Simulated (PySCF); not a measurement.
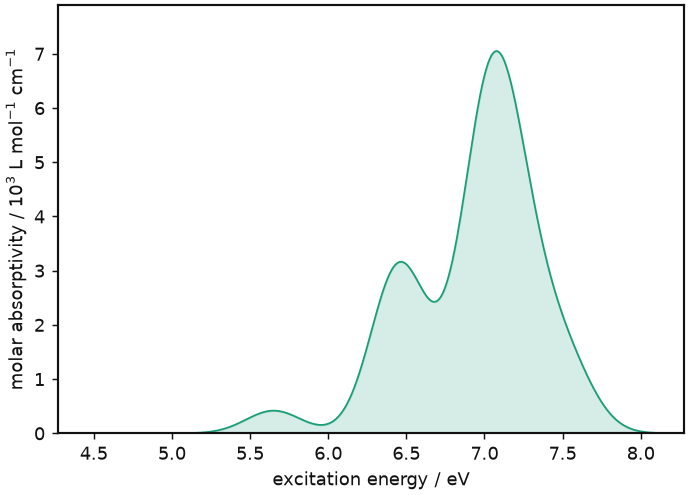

Vertical TDDFT excitations, CAM-B3LYP/def2-SVPD in PySCF, at a PBE0-D3(BJ)/def2-SVP geometry (no frequency check), gas phase. Only the first 10 singlet excitations are included; each is broadened by a Gaussian of 1/e half-width 0.25 eV.

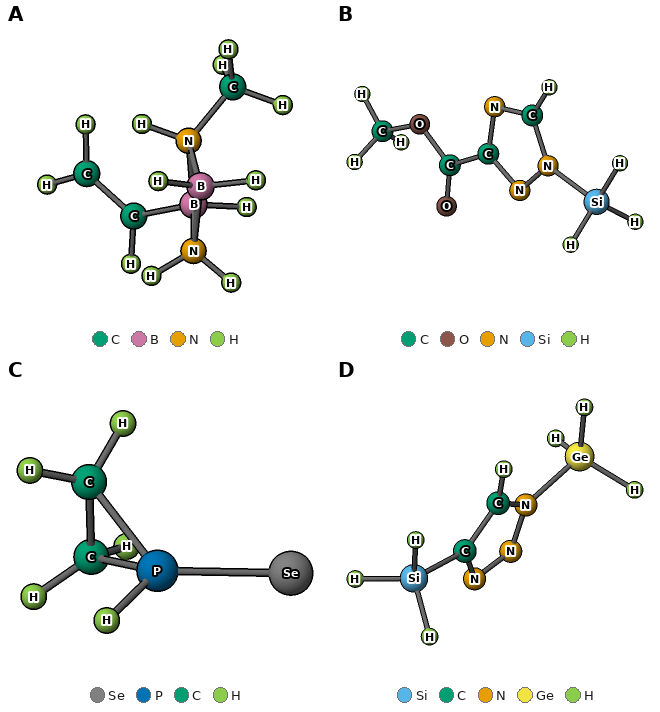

Question: Which molecule gives this spectrum? The candidates are drawn in the second picture.

Answer: Structure D, C₂H₇GeN₃Si, SMILES [SiH3]c1c[n]([GeH3])nn1, singlet. Its lowest singlet lies at 5.65 eV (f = 0.006) and the brightest of those computed is S5 at 7.03 eV (176 nm), f = 0.083, mainly HOMO → LUMO+3 (67 %).

Note: core orbitals are frozen in the response.
